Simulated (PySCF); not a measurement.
```xyz
23

C     1.4710   -1.5092   -0.7621
C     0.9370   -0.3391   -0.3659
N    -0.4071   -0.1878   -0.1544
C    -1.3192   -1.3117   -0.1015
C    -2.5814   -0.7637    0.5661
C    -2.5052    0.7334    0.2762
C    -1.0090    1.0083    0.3886
Si    2.0674    1.1678   -0.1580
N     3.7574    0.8730   -0.1450
F     1.8030    1.7910    1.3128
H     2.5267   -1.5916   -0.9465
H     0.8963   -2.4047   -0.9211
H    -1.5295   -1.6693   -1.1184
H    -0.8870   -2.1431    0.4674
H    -2.5394   -0.9346    1.6424
H    -3.4872   -1.2248    0.1773
H    -3.0924    1.3304    0.9706
H    -2.8466    0.9353   -0.7397
H    -0.7240    1.1635    1.4391
H    -0.7019    1.8898   -0.1788
H     1.8067    2.2487   -1.0987
H     4.1896    0.4721   -0.9588
H     4.1701    0.4933    0.6916
```

Geometry: GFN2-xTB.

The calculation used PySCF, PBE0/pcSseg-1, SCF density, gas phase, non-relativistic.

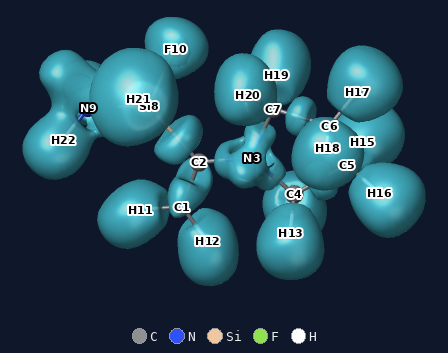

C₆H₁₃FN₂Si. Isosurface of the ELF at 0.75 (cyan), seen at a tilt. Only the valence region is drawn (cores and ρ < 0.01 e/Å³ removed).

Where are the electrons localised?

Answer. At this value the surface marks out four regions between bonded C–C atoms (shared pairs), one region between bonded C–Si atoms (shared pairs), eleven regions around hydrogen nuclei, one region on N in which the atom's valence shell and bonds are merged, one region wrapped around F (its lone pairs, merged into a ring or cap) and one joined region spread over several atoms (H, N), in which their bonds and any lone pairs are merged. Along the contacts the grid gives the following. C–C (1.35 Å): the ELF peaks at about 0.95 between the atoms (a covalent bond). C–N (1.37 Å): the ELF peaks at about 0.90 between the atoms (a covalent bond).
